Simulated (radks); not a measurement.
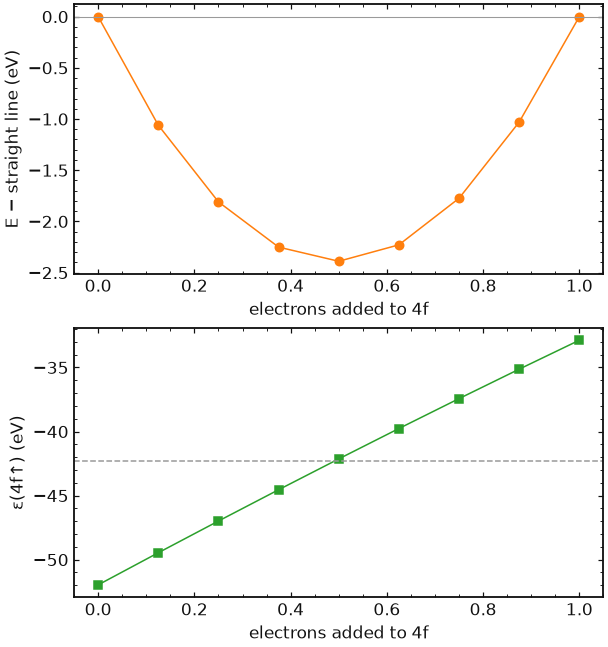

Computed with the in-house radial solver radks: scalar-relativistic Kohn-Sham, PBEsol, spin-polarised, spherical densities, point nucleus. The occupation of the 4f shell is varied from Pm⁴⁺ ([Xe] 4f3 (high spin)) to Pm³⁺ ([Xe] 4f4 (high spin)), with spherical fractional occupations. The plot shows the total energy less the straight line between the end points, and the eigenvalue of 4f↑ (the dashed line is minus the energy to take the whole electron out).

**What does the shape say about the method?**

The curve is convex (below the straight line), with the largest deviation among the points computed, −2.39 eV, at 0.5. The end points differ by 42.3 eV, the energy to take the electron out. The eigenvalue, which is the slope of the energy (Janak's theorem), moves from −52.0 eV at 0 to −32.9 eV at 1; for a straight line it would stay constant, and a parabola would sag by an eighth of this change, scaled to a whole electron, 2.39 eV. Convexity is the mark of the delocalisation error, which puts fractional charges too low; for p, d and f shells the spherical spreading of the fraction adds to it.
